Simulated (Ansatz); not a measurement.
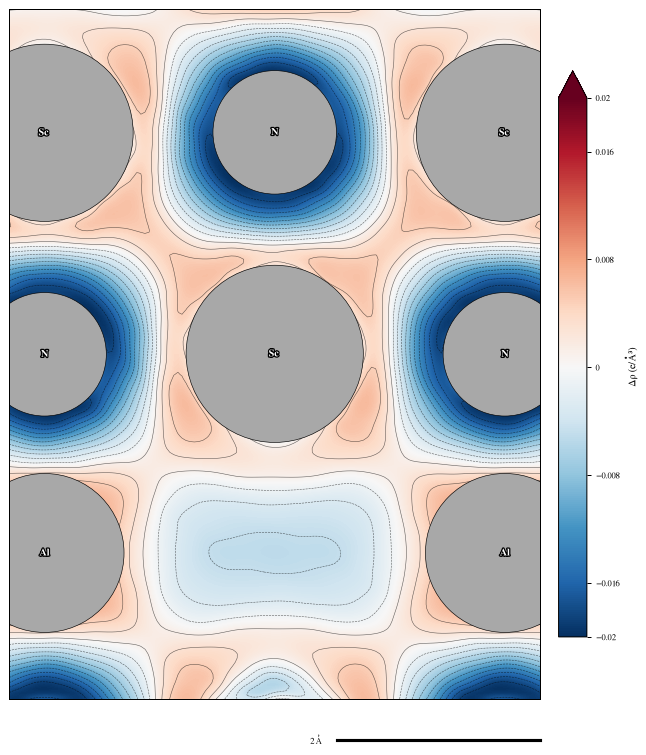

Sc₂AlN₂. Difference of the valence pseudo-densities of two functionals at the same geometry, on the (001) plane of the calculation cell: PBE less r2SCAN.

Both computed with Ansatz (plane waves, PAW), on the same k-point mesh. Grey discs cover the atomic cores.

**Where does the change of functional move the electrons?**

Against r2SCAN, PBE gives more density around Sc (+0.004 e/Å³ on average at 1.2 Å from the nucleus), less density around N (−0.016 e/Å³ on average at 0.8 Å from the nucleus) and a change of −0.005 e/Å³ at the midpoint of Al–N.
